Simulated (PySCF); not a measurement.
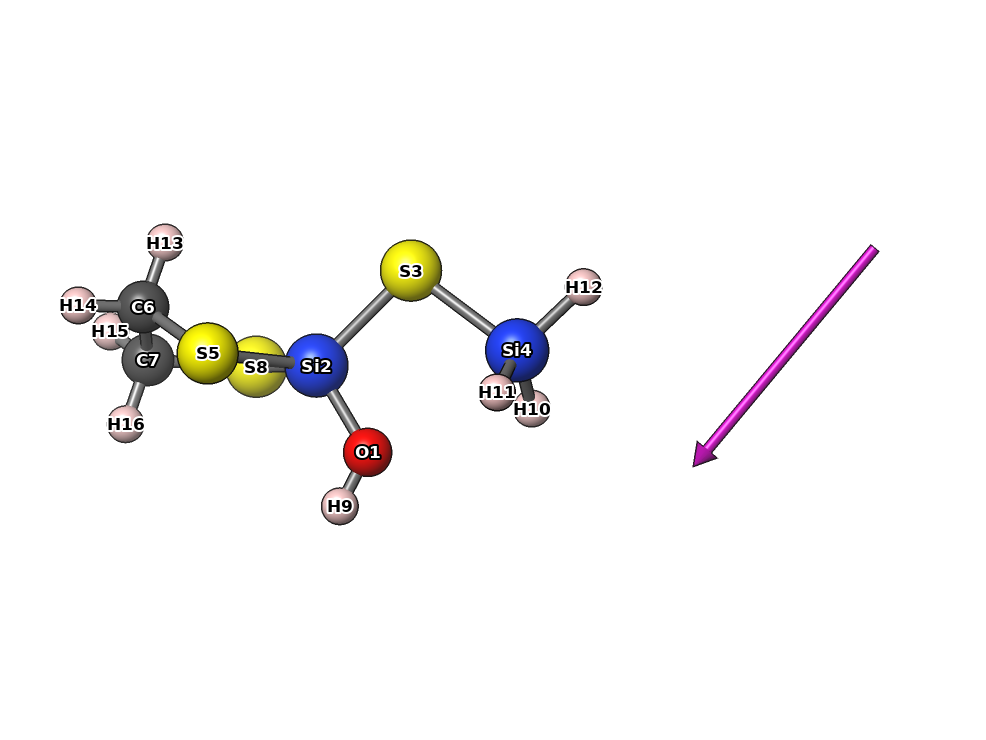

The arrow beside the molecule shows the direction of the dipole moment, from the negative to the positive end (its length means nothing). Computed geometry: GFN2-xTB optimisation. No frequency run is at hand to confirm it as a minimum. Properties computed with PBE0/pcSseg-1, gas phase (PySCF 2.14.0).

How large is the dipole moment?

2.53 D; it points from the side of H12 to the side of H16 (the outermost atoms at the two ends).

The geometry is semi-empirical. Around Si such bond lengths and angles can be off by a tenth of an ångström or more and by several degrees, and values that hang on the shape move with them.
